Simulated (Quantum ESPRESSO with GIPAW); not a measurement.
# NH4H2PO4: which site gives which 1H line?

The values are calculated: DFT, PBEsol, plane-wave PAW (pslibrary 1.0.0 recipes), scalar-relativistic, GIPAW shieldings (Quantum ESPRESSO with GIPAW, a patched development version). To turn shieldings into shifts, lines fitted to measured solids are used. 1H: δ = (29.61 − σ) / 1.207, zero at TMS, fitted to 9 measured values, from Ca(BH4)2, Ca(OH)2, CsH2PO4, LiBH4, LiH, MgH2, NaH and NaOH, with a scatter of 0.55 ppm r.m.s. (this compound left out), with σ taken with the shape term of a sphere (7.1 ppm here). Kinds of site that fitted badly were split off after the misses were seen, so the scatter is that of the points kept. Spans are on the shift scale.

```cif
data_structure
_symmetry_space_group_name_H-M 'P 1'
_symmetry_Int_Tables_number 1
_cell_length_a 6.5636
_cell_length_b 6.5636
_cell_length_c 6.5636
_cell_angle_alpha 111.508
_cell_angle_beta 111.508
_cell_angle_gamma 105.471
_cell_volume 216.88
loop_
_atom_site_label
_atom_site_type_symbol
_atom_site_fract_x
_atom_site_fract_y
_atom_site_fract_z
_atom_site_occupancy
P1 P 0.00000 0.00000 0.00000 1
P2 P 0.75000 0.25000 0.50000 1
O3 O 0.02152 0.26055 0.06361 1
O4 O 0.19695 0.95791 0.93639 1
O5 O 0.70791 0.44695 0.43639 1
O6 O 0.01055 0.27152 0.56361 1
O7 O 0.72848 0.29209 0.73903 1
O8 O 0.04209 0.97848 0.23903 1
O9 O 0.73945 0.80305 0.76097 1
O10 O 0.55305 0.98945 0.26097 1
N11 N 0.25000 0.75000 0.50000 1
N12 N 0.50000 0.50000 0.00000 1
H13 H 0.15600 0.56018 0.36494 1
H14 H 0.37500 0.97980 0.10480 1
H15 H 0.87500 0.27020 0.89520 1
H16 H 0.02020 0.12500 0.39520 1
H17 H 0.20894 0.84400 0.40418 1
H18 H 0.72980 0.62500 0.60480 1
H19 H 0.19524 0.79106 0.63506 1
H20 H 0.54106 0.44524 0.13506 1
H21 H 0.31018 0.40600 0.86494 1
H22 H 0.43982 0.80476 0.59582 1
H23 H 0.55476 0.68982 0.09582 1
H24 H 0.59400 0.45894 0.90418 1
```

The cell is a computed entry of the Materials Project. The coordinates shown are those after relaxation (atoms relaxed).

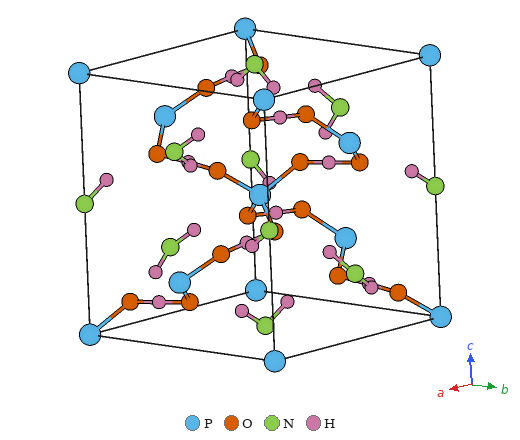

The structure (phosphorus blue, oxygen orange, nitrogen green, hydrogen pink). Bonds to atoms that aren't drawn are left out. Some periodic images of atoms are drawn too.

The H sites:

```
site  atom no.  atoms in cell  site symmetry                                                           surroundings  bonds (Å)
H(1)        13              8              1                                      bound to N, H bond to O at 1.87 Å      1.048
H(2)        14              4              2  centred between two O, which may be the mean of two off-centre places      1.206
```

The lines to be assigned:

```
line  δ_iso (ppm)  relative area  span (ppm)  skew
   A        14.64              1       36.91  0.96
   B         5.57              2       20.30  0.83
```

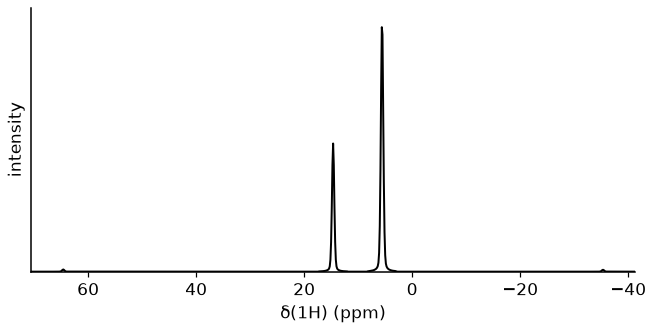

Simulated spectrum: 1H MAS at 30 kHz, 14.1 T (600.3 MHz), lines broadened by 0.5 ppm; rigid lattice, with dipolar and J couplings left out. Lines over 1.5 % of the strongest (ppm: area): 14.64: 0.49, 5.57: 1.00.

Q: Assign the lines to the sites.

The calculated assignment is A is H(2) (centred between two O, which may be the mean of two off-centre places); B is H(1) (bound to N, H bond to O at 1.87 Å). The areas settle A and B, whose multiplicities are unique.

[Banner, clock, file and message-heading lines were taken out of the pw.x and gipaw.x logs.]

[Logs are printed without paths, hosts, clocks, repeated set-up lines and the standing remarks that a program may print on its own settings, such as how far it seeks lower states.]

[Hosts, paths, dates, database ids (printed as entryN), source tags and the programs' standing remarks are cut or masked in the printed files.]
